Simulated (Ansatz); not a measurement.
**Molecular dynamics, with input and output: C3H7AlCl2O (part 1 of 3)**

The run: molecular dynamics of C3H7AlCl2O. Method and program: RKS r2SCAN-rvv10/def2-SVP (Ansatz 0.2.0).

The geometry comes from this level: PBE0-D4/def2-TZVP.

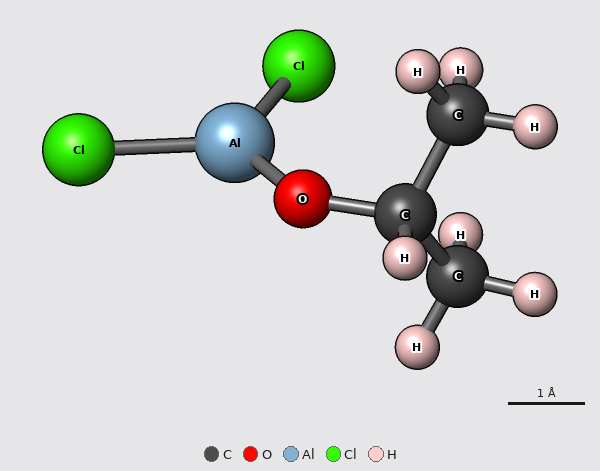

The input geometry (ball-and-stick view, seen at a tilt). Sticks mark near contacts. Bond lengths as drawn: Al–Cl 2.07 to 2.08 Å, Al–O 1.66 Å, C–C 1.52 Å, C–H 1.09 to 1.10 Å and C–O 1.41 Å.

### The input
```yaml
crystal:
  periodic: [false, false, false]
  atoms:
    - {symbol: C, position_ang: [-1.175786, -0.729783, 0.755018]}
    - {symbol: C, position_ang: [0.195082, -0.083834, 0.782853]}
    - {symbol: C, position_ang: [1.249472, -0.942913, 0.113820]}
    - {symbol: O, position_ang: [0.150279, 1.197033, 0.189507]}
    - {symbol: Al, position_ang: [-0.167955, 1.890955, -1.287181]}
    - {symbol: Cl, position_ang: [-0.041497, 3.953555, -1.457508]}
    - {symbol: Cl, position_ang: [-0.687406, 0.779393, -2.971238]}
    - {symbol: H, position_ang: [-1.914343, -0.080295, 1.229263]}
    - {symbol: H, position_ang: [-1.488306, -0.922361, -0.275790]}
    - {symbol: H, position_ang: [-1.165678, -1.682543, 1.289484]}
    - {symbol: H, position_ang: [0.485580, 0.077873, 1.828180]}
    - {symbol: H, position_ang: [1.345974, -1.904457, 0.623385]}
    - {symbol: H, position_ang: [2.220866, -0.444828, 0.138133]}
    - {symbol: H, position_ang: [0.980720, -1.136996, -0.928926]}
basis:
  gaussian: {orbitals: def2-SVP}
hamiltonian: {xc: {name: r2SCAN}, dispersion: rvv10}
md: {timestep: 0.5 fs, n_steps: 30, ensemble: nve, temperature: 500, initial_velocities: maxwell_boltzmann, seed: 839}
```

Machine: 4 threads of Arm Neoverse V1, 23 GiB of memory available, shared host.

Launch command:
```bash
ansatz run in.yaml --threads 4 --pin off --events-out ev --progress --plain --max-ram 11315MiB
```

### Output
```
Functional definition: r2SCAN+rVV10
  name "r2SCAN+rVV10"
  cite "Furness, Kaplan, Ning, Perdew & Sun, J. Phys. Chem. Lett. 11, 8208 (2020) doi:10.1021/acs.jpclett.0c02405"
  cite "Furness, Kaplan, Ning, Perdew & Sun, J. Phys. Chem. Lett. 11, 9248 (2020) doi:10.1021/acs.jpclett.0c03077"
  cite "Vydrov & Van Voorhis, J. Chem. Phys. 133, 244103 (2010) doi:10.1063/1.3521275"
  cite "Sabatini, Gorni & de Gironcoli, Phys. Rev. B 87, 041108(R) (2013) doi:10.1103/PhysRevB.87.041108"
  cite "Ning et al., Phys. Rev. B 106, 075422 (2022) doi:10.1103/PhysRevB.106.075422"
  parent "r2scan"
  parameter k0 = 0.174
  parameter k1 = 0.065
  parameter a1 = 4.9479
  exchange = r2scan_x(k0 = k0, k1 = k1, a1 = a1)
  correlation = r2scan_c + rvv10(11.95, 0.0093)
1606 factors; their error is unknown
mean field evaluation 1: about -36886.8236 eV, gradient 6.9e1 eV
mean field evaluation 2: about -36850.9717 eV, gradient 1.4e2 eV
mean field evaluation 4: about -36897.6383 eV, gradient 7.2e0 eV
mean field evaluation 8: about -36897.7580 eV, gradient 2.7e-1 eV
mean field evaluation 16: about -36897.6712 eV, gradient 2.1e-4 eV
mean field -36897.67121671 eV, -1355.9644070741 hartree, gradient 2.7e-5 eV, S^2 0.000000; 0 other end points of the search recorded, 0 dependent functions left out
the calculation of the forces begins
reference -36897.67122904 eV, -1355.9644075274 hartree; 40, 40 occupied and 105, 105 virtual orbitals, 1606 factors
md step     0: t =     0.00 fs  T =   500.0 K  F+E_penalty+E_count = -36897.67121671 eV  E_kin = 0.775560 eV  conserved = -36896.89565671 eV  (29 SCF iters)
these checks for a lower state are left out or cut short: starts, cluster_reference, orbital_swaps, neighbouring_geometries, increment
1606 factors; their error is unknown
mean field -36897.66572632 eV, -1355.9642053062 hartree, gradient 2.0e-5 eV, S^2 0.000000; 0 other end points of the search recorded, 0 dependent functions left out
the calculation of the forces begins
reference -36897.66573867 eV, -1355.9642057599 hartree; 40, 40 occupied and 105, 105 virtual orbitals, 1606 factors
md step     1: t =     0.50 fs  T =   496.5 K  F+E_penalty+E_count = -36897.66572632 eV  E_kin = 0.770175 eV  conserved = -36896.89555108 eV  (32 SCF iters)
[... from here on the SCF iterations and repeated set-up lines of each step are left out, up to the last step ...]
md step     2: t =     1.00 fs  T =   472.2 K  F+E_penalty+E_count = -36897.62724089 eV  E_kin = 0.732377 eV  conserved = -36896.89486365 eV  (32 SCF iters)
md step     3: t =     1.50 fs  T =   433.5 K  F+E_penalty+E_count = -36897.56624862 eV  E_kin = 0.672360 eV  conserved = -36896.89388817 eV  (31 SCF iters)
md step     4: t =     2.00 fs  T =   389.9 K  F+E_penalty+E_count = -36897.49777357 eV  E_kin = 0.604773 eV  conserved = -36896.89300027 eV  (31 SCF iters)
md step     5: t =     2.50 fs  T =   350.2 K  F+E_penalty+E_count = -36897.43567059 eV  E_kin = 0.543200 eV  conserved = -36896.89247034 eV  (32 SCF iters)
md step     6: t =     3.00 fs  T =   319.8 K  F+E_penalty+E_count = -36897.38843340 eV  E_kin = 0.496078 eV  conserved = -36896.89235571 eV  (31 SCF iters)
md step     7: t =     3.50 fs  T =   300.2 K  F+E_penalty+E_count = -36897.35814259 eV  E_kin = 0.465601 eV  conserved = -36896.89254169 eV  (32 SCF iters)
md step     8: t =     4.00 fs  T =   289.6 K  F+E_penalty+E_count = -36897.34202667 eV  E_kin = 0.449153 eV  conserved = -36896.89287325 eV  (31 SCF iters)
md step     9: t =     4.50 fs  T =   284.7 K  F+E_penalty+E_count = -36897.33478513 eV  E_kin = 0.441537 eV  conserved = -36896.89324844 eV  (32 SCF iters)
md step    10: t =     5.00 fs  T =   281.5 K  F+E_penalty+E_count = -36897.33028093 eV  E_kin = 0.436662 eV  conserved = -36896.89361863 eV  (31 SCF iters)
md step    11: t =     5.50 fs  T =   276.3 K  F+E_penalty+E_count = -36897.32250692 eV  E_kin = 0.428572 eV  conserved = -36896.89393517 eV  (33 SCF iters)
md step    12: t =     6.00 fs  T =   265.9 K  F+E_penalty+E_count = -36897.30652169 eV  E_kin = 0.412412 eV  conserved = -36896.89410940 eV  (33 SCF iters)
md step    13: t =     6.50 fs  T =   248.8 K  F+E_penalty+E_count = -36897.27989334 eV  E_kin = 0.385868 eV  conserved = -36896.89402485 eV  (33 SCF iters)
md step    14: t =     7.00 fs  T =   226.2 K  F+E_penalty+E_count = -36897.24441533 eV  E_kin = 0.350806 eV  conserved = -36896.89360972 eV  (33 SCF iters)
md step    15: t =     7.50 fs  T =   202.5 K  F+E_penalty+E_count = -36897.20702647 eV  E_kin = 0.314100 eV  conserved = -36896.89292659 eV  (33 SCF iters)
md step    16: t =     8.00 fs  T =   184.7 K  F+E_penalty+E_count = -36897.17863921 eV  E_kin = 0.286425 eV  conserved = -36896.89221435 eV  (32 SCF iters)
md step    17: t =     8.50 fs  T =   179.6 K  F+E_penalty+E_count = -36897.17036276 eV  E_kin = 0.278548 eV  conserved = -36896.89181454 eV  (33 SCF iters)
md step    18: t =     9.00 fs  T =   191.0 K  F+E_penalty+E_count = -36897.18830959 eV  E_kin = 0.296318 eV  conserved = -36896.89199183 eV  (31 SCF iters)
md step    19: t =     9.50 fs  T =   217.2 K  F+E_penalty+E_count = -36897.22967436 eV  E_kin = 0.336917 eV  conserved = -36896.89275785 eV  (33 SCF iters)
md step    20: t =    10.00 fs  T =   250.7 K  F+E_penalty+E_count = -36897.28266275 eV  E_kin = 0.388833 eV  conserved = -36896.89382961 eV  (32 SCF iters)
md step    21: t =    10.50 fs  T =   281.1 K  F+E_penalty+E_count = -36897.33084563 eV  E_kin = 0.436085 eV  conserved = -36896.89476035 eV  (32 SCF iters)
md step    22: t =    11.00 fs  T =   299.7 K  F+E_penalty+E_count = -36897.35996382 eV  E_kin = 0.464801 eV  conserved = -36896.89516327 eV  (32 SCF iters)
md step    23: t =    11.50 fs  T =   302.3 K  F+E_penalty+E_count = -36897.36382130 eV  E_kin = 0.468921 eV  conserved = -36896.89490045 eV  (32 SCF iters)
md step    24: t =    12.00 fs  T =   291.6 K  F+E_penalty+E_count = -36897.34638090 eV  E_kin = 0.452232 eV  conserved = -36896.89414933 eV  (32 SCF iters)
md step    25: t =    12.50 fs  T =   274.5 K  F+E_penalty+E_count = -36897.31908468 eV  E_kin = 0.425785 eV  conserved = -36896.89329967 eV  (33 SCF iters)
md step    26: t =    13.00 fs  T =   259.3 K  F+E_penalty+E_count = -36897.29498520 eV  E_kin = 0.402263 eV  conserved = -36896.89272201 eV  (33 SCF iters)
md step    27: t =    13.50 fs  T =   251.8 K  F+E_penalty+E_count = -36897.28312856 eV  E_kin = 0.390566 eV  conserved = -36896.89256297 eV  (33 SCF iters)
md step    28: t =    14.00 fs  T =   253.7 K  F+E_penalty+E_count = -36897.28619143 eV  E_kin = 0.393465 eV  conserved = -36896.89272675 eV  (33 SCF iters)
md step    29: t =    14.50 fs  T =   263.5 K  F+E_penalty+E_count = -36897.30172085 eV  E_kin = 0.408696 eV  conserved = -36896.89302467 eV  (33 SCF iters)
these checks for a lower state are left out or cut short: starts, cluster_reference, orbital_swaps, neighbouring_geometries, increment
1606 factors; their error is unknown
mean field -36897.32488730 eV, -1355.9516797033 hartree, gradient 2.2e-5 eV, S^2 0.000000; 0 other end points of the search recorded, 0 dependent functions left out
the calculation of the forces begins
reference -36897.32489961 eV, -1355.9516801556 hartree; 40, 40 occupied and 105, 105 virtual orbitals, 1606 factors
1606 factors; their error is unknown
mean field evaluation 256: about -36897.2574 eV, gradient 8.1e0 eV
mean field -36897.32488730 eV, -1355.9516797033 hartree, gradient 2.9e-5 eV, S^2 0.000000; 1 other end points of the search recorded, 0 dependent functions left out
the calculation of the forces begins
reference -36897.32489961 eV, -1355.9516801556 hartree; 40, 40 occupied and 105, 105 virtual orbitals, 1606 factors
md step    30: t =    15.00 fs  T =   278.2 K  F+E_penalty+E_count = -36897.32488730 eV  E_kin = 0.431558 eV  conserved = -36896.89332954 eV  (32 SCF iters)
```

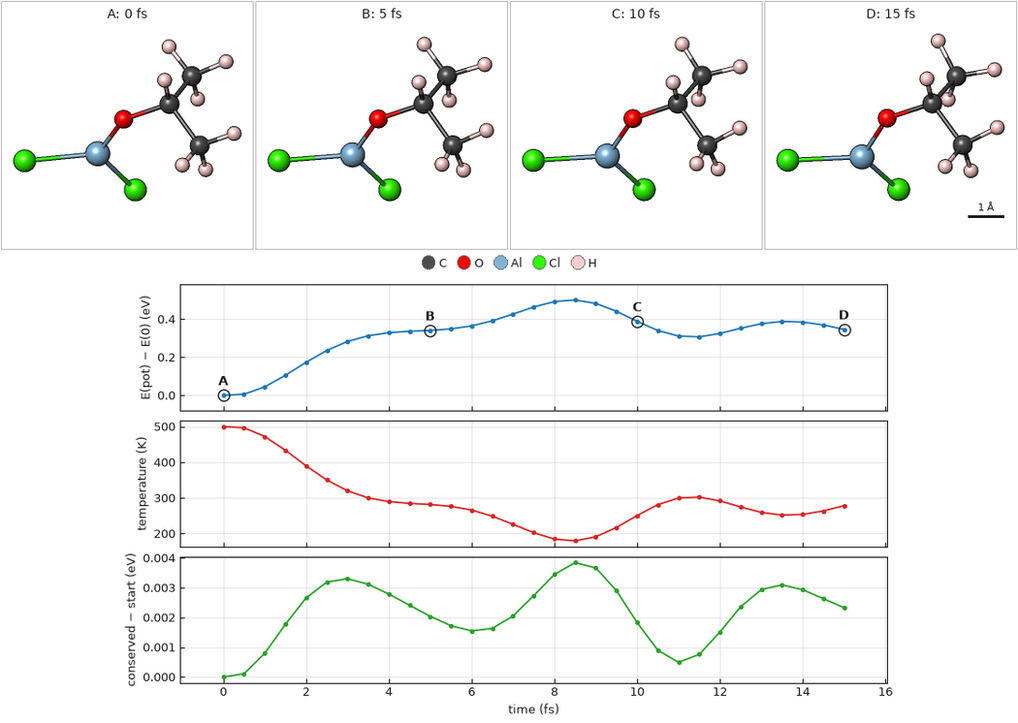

Frames of the molecular dynamics (ball-and-stick, seen at a tilt) above the curves, on which the letters mark them. The trajectory kept here has 31 frames over 15 fs. The temperature starts at 500 K, ranges from 180 to 500 K and averages 249 K over the second half. The potential energy ends 0.346 eV above its first value. The conserved quantity stays within 0.0038 eV. After an unweighted best fit of the last frame on the first, the root-mean-square displacement is 0.16 Å, and H14 has moved furthest (0.36 Å).

```
Total energy: -36897.32489961 eV, -1355.9516801556 hartree
Atom 0 at    -1.175322    -0.710662     0.821623 Å, force    -0.735331    -0.126452    -0.439927 eV/Å
Atom 1 at     0.198277    -0.060727     0.834856 Å, force     0.792572    -0.381216    -0.403046 eV/Å
Atom 2 at     1.251053    -0.978062     0.098614 Å, force     0.420834     1.748917    -0.408012 eV/Å
Atom 3 at     0.194895     1.190930     0.180537 Å, force    -0.253819     0.241375     0.030837 eV/Å
Atom 4 at    -0.262691     1.884918    -1.291364 Å, force     0.570202     0.158529     0.347917 eV/Å
Atom 5 at    -0.024483     3.961138    -1.445023 Å, force    -0.152810    -0.178266     0.003190 eV/Å
Atom 6 at    -0.657352     0.774718    -3.011755 Å, force    -0.162436    -0.077452    -0.073466 eV/Å
Atom 7 at    -1.980851    -0.044308     1.312720 Å, force     1.117611    -1.113646    -0.393873 eV/Å
Atom 8 at    -1.535990    -0.959569    -0.241834 Å, force     0.557585     0.406890     1.112333 eV/Å
Atom 9 at    -0.988430    -1.694476     1.321144 Å, force    -0.857920     0.477802     0.073947 eV/Å
Atom 10 at     0.509141     0.119962     1.903580 Å, force    -0.165565    -0.117924    -0.623750 eV/Å
Atom 11 at     1.209387    -2.047459     0.336572 Å, force    -0.187575    -0.076696     0.041508 eV/Å
Atom 12 at     2.319041    -0.614956     0.277593 Å, force    -1.164979    -0.308653    -0.063714 eV/Å
Atom 13 at     1.042476    -0.780949    -0.997989 Å, force     0.221632    -0.653208     0.796055 eV/Å
Dipole moment:    -0.092878    -0.380965     0.267320 e Å
```

### Trajectory as extended XYZ (Å, eV, eV/Å), 31 frames, from step=0 to step=30
```
14
Properties=species:S:1:pos:R:3:forces:R:3 step=0 time_fs=0.0 energy=-36897.67122 temperature=500.0
C    -1.1758   -0.7298    0.7550    0.1245   0.0569   0.0209
C     0.1951   -0.0838    0.7829   -0.0231  -0.0294  -0.0798
C     1.2495   -0.9429    0.1138   -0.0877   0.0746   0.0768
O     0.1503    1.1970    0.1895    0.0762  -0.0695   0.3219
Al   -0.1680    1.8910   -1.2872   -0.0639   0.1787  -0.3077
Cl   -0.0415    3.9536   -1.4575    0.0141   0.1969  -0.0085
Cl   -0.6874    0.7794   -2.9712   -0.0507  -0.1317  -0.1534
H    -1.9143   -0.0803    1.2293   -0.2185   0.1920   0.1339
H    -1.4883   -0.9224   -0.2758   -0.0870  -0.0441  -0.3089
H    -1.1657   -1.6825    1.2895   -0.0167  -0.2725   0.1485
H     0.4856    0.0779    1.8282    0.0889   0.0229   0.3312
H     1.3460   -1.9045    0.6234    0.0429  -0.2771   0.1329
H     2.2209   -0.4448    0.1381    0.2842   0.1475   0.0019
H     0.9807   -1.1370   -0.9289   -0.0830  -0.0452  -0.3098
14
Properties=species:S:1:pos:R:3:forces:R:3 step=1 time_fs=0.5 energy=-36897.66573 temperature=496.5
C    -1.1732   -0.7253    0.7548   -0.3147  -0.1513   0.0216
C     0.1941   -0.0822    0.7859    0.0698  -0.0345  -0.0767
C     1.2503   -0.9467    0.1139    0.1152   0.7839  -0.4034
O     0.1514    1.1961    0.1890    0.0992  -0.0247   0.3017
Al   -0.1714    1.8906   -1.2874   -0.0395   0.1764  -0.2703
Cl   -0.0409    3.9538   -1.4571    0.0087   0.1824  -0.0072
Cl   -0.6863    0.7794   -2.9724   -0.0577  -0.1347  -0.1613
H    -1.9260   -0.0930    1.2521    0.0219   0.1033  -0.1138
H    -1.4934   -0.9351   -0.2829    0.0121   0.0797   0.0706
H    -1.1602   -1.6763    1.3009    0.0211  -0.2108   0.0350
H     0.4743    0.0820    1.8374    0.1169  -0.0099   0.2004
H     1.3427   -1.9054    0.5965    0.0825  -0.7363   0.4383
H     2.2347   -0.4424    0.1449   -0.1489  -0.0881  -0.0325
H     0.9781   -1.1318   -0.9402    0.0134   0.0645  -0.0025
14
Properties=species:S:1:pos:R:3:forces:R:3 step=2 time_fs=1.0 energy=-36897.62724 temperature=472.2
C    -1.1707   -0.7208    0.7546   -0.7509  -0.3785   0.0614
C     0.1930   -0.0807    0.7890    0.1644  -0.0357  -0.0527
C     1.2512   -0.9503    0.1139    0.2866   1.4354  -0.8280
O     0.1525    1.1951    0.1886    0.1222   0.0204   0.2802
Al   -0.1748    1.8902   -1.2877   -0.0146   0.1734  -0.2318
Cl   -0.0403    3.9540   -1.4567    0.0032   0.1676  -0.0058
Cl   -0.6852    0.7794   -2.9736   -0.0645  -0.1374  -0.1689
H    -1.9376   -0.1054    1.2747    0.2630   0.0228  -0.3635
H    -1.4985   -0.9476   -0.2898    0.1088   0.2025   0.4214
H    -1.1547   -1.6706    1.3124    0.0553  -0.1367  -0.0865
H     0.4634    0.0862    1.8472    0.1407  -0.0442   0.0530
H     1.3397   -1.9081    0.5706    0.1156  -1.1531   0.7007
H     2.2482   -0.4401    0.1515   -0.5343  -0.2999  -0.0678
H     0.9754   -1.1264   -0.9514    0.1045   0.1634   0.2884
```
